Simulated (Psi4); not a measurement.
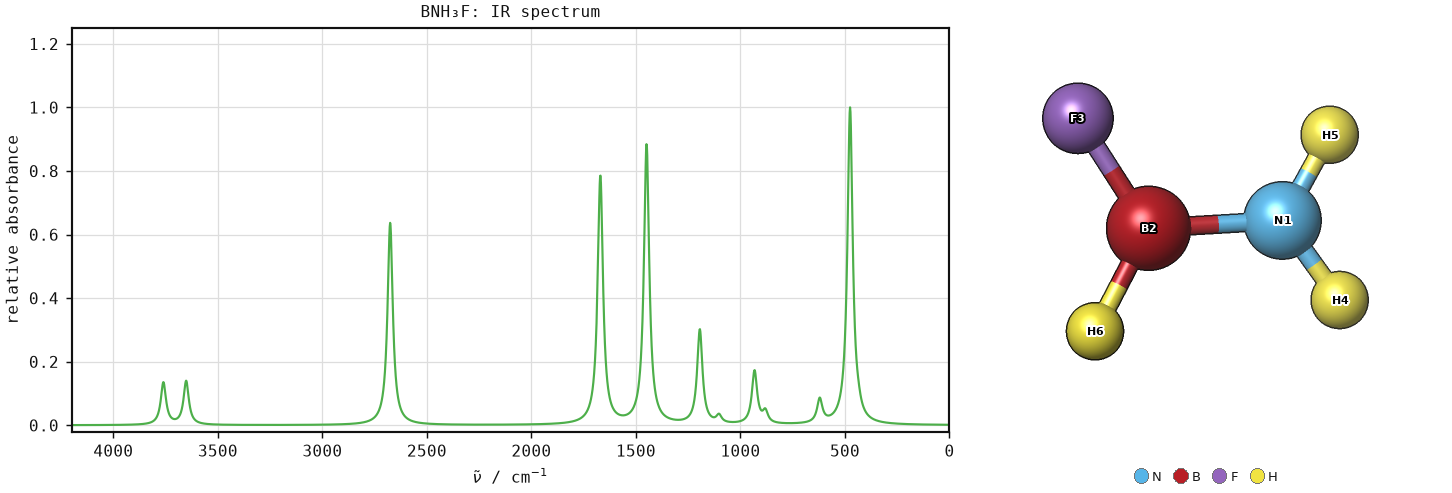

Infrared spectrum of BNH₃F, SMILES NBF. Unscaled harmonic wavenumbers and double-harmonic intensities, ωB97X-D/6-31G(d) (dispersion in the functional's name) with Psi4, at a geometry relaxed at this level, isolated molecule. Lorentzian lines of 30 cm⁻¹ full width. Close modes add up in the curve.

### Which is the highest mode?

3760.5 cm⁻¹ (33.5 km/mol).

### Which lines are the most intense?

475.5 cm⁻¹ (251.3 km/mol), 1449.0 cm⁻¹ (222.2 km/mol) and 1670.2 cm⁻¹ (197.6 km/mol).

### List the modes.

| cm⁻¹ | km/mol |
| --- | --- |
| 436.2 | 4.5 |
| 475.5 | 251.3 |
| 620.6 | 19.0 |
| 881.0 | 9.3 |
| 932.6 | 42.1 |
| 1102.6 | 6.1 |
| 1194.3 | 74.9 |
| 1449.0 | 222.2 |
| 1670.2 | 197.6 |
| 2675.7 | 160.5 |
| 3651.5 | 34.7 |
| 3760.5 | 33.5 |

Caveats: double-zeta basis.
